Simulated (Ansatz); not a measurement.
```xyz
12
charge 0, multiplicity 1
C     1.3965    0.0000    0.0000
C     0.6983    1.2094    0.0000
C    -0.6983    1.2094    0.0000
C    -1.3965    0.0000    0.0000
C    -0.6983   -1.2094    0.0000
C     0.6983   -1.2094    0.0000
H     2.4825    0.0000    0.0000
H     1.2413    2.1499    0.0000
H    -1.2413    2.1499    0.0000
H    -2.4825    0.0000    0.0000
H    -1.2413   -2.1499    0.0000
H     1.2413   -2.1499    0.0000
```

Geometry: a fixed input geometry, not necessarily a minimum.

What structure does this define?

Formula C6H6. As SMILES it reads `c1ccccc1`. Independent rings (smallest set): 1 of 6 members, 1 of them aromatic. All atoms lie on one plane. Coordination: 6 C trigonal planar.

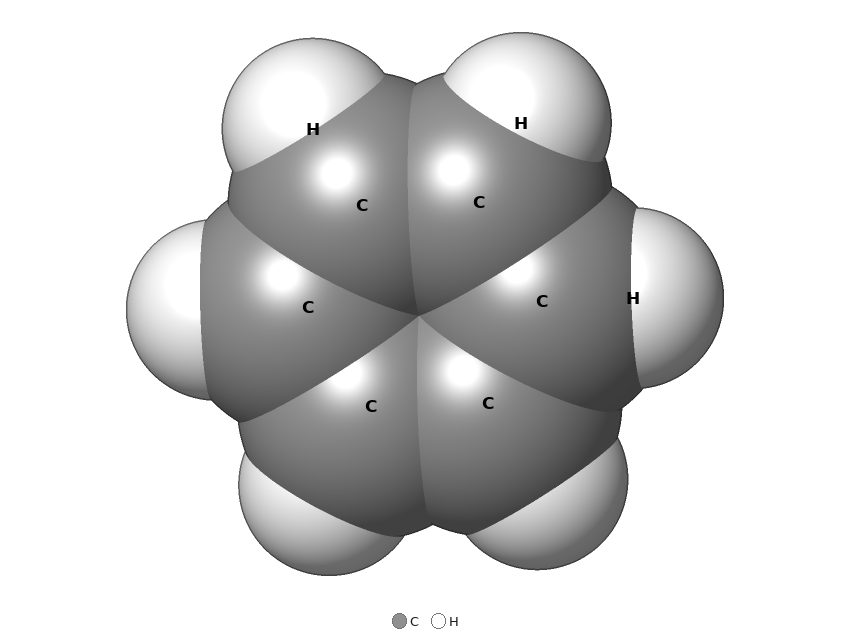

(Drawn from a calculation with Ansatz.)
